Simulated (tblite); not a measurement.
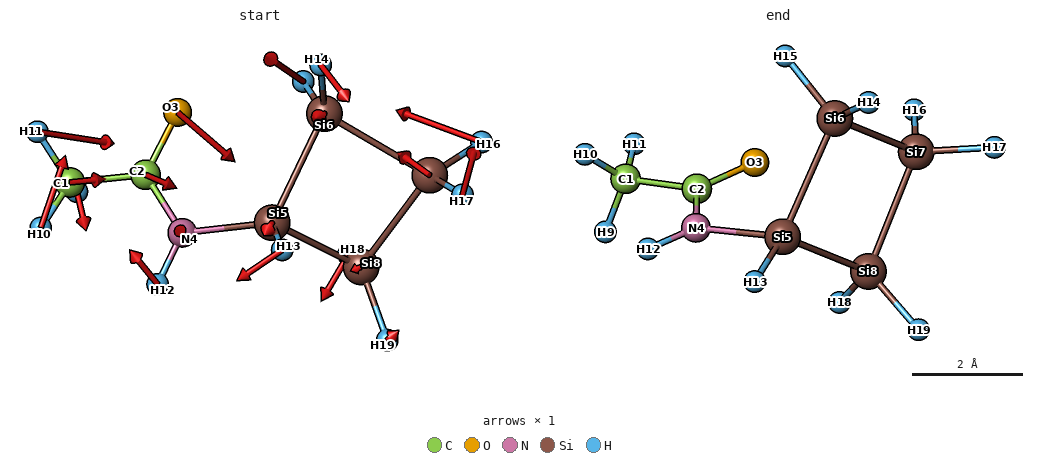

The structure of C$_{2}$H$_{11}$NOSi$_{4}$ before (left) and after (right) a relaxation, at one scale. The red arrows give the displacements, at their true length.

Style: ball-and-stick. Shown at a tilt.

Level of theory: tblite 0.8.0, GFN2-xTB geometry optimisation, gas phase. 

Question: Summarise the run.

Answer: The energy falls by 39.6 kcal/mol in 226 geometry steps. H15 moves most after the best rigid fit: 2.04 Å. By element the largest moves are H 2.04 Å, O 1.47 Å, Si 1.03 Å, C 0.75 Å, N 0.31 Å. Near-neighbour distances that change, for instance: O3–Si5 3.043 → 2.743 Å, Si5–Si6 2.229 → 2.364 Å, Si5–Si8 2.236 → 2.364 Å, Si7–Si8 2.242 → 2.355 Å. Bond angles that change, for instance: N4–Si5–H13 115.8° → 95.1°, Si8–Si5–H13 109.4° → 127.6°, Si6–Si5–H13 111.3° → 127.9°. Groups turn about N4–Si5 by about 50°, C1–C2 by about 35°, Si6–Si7 by about 35°.
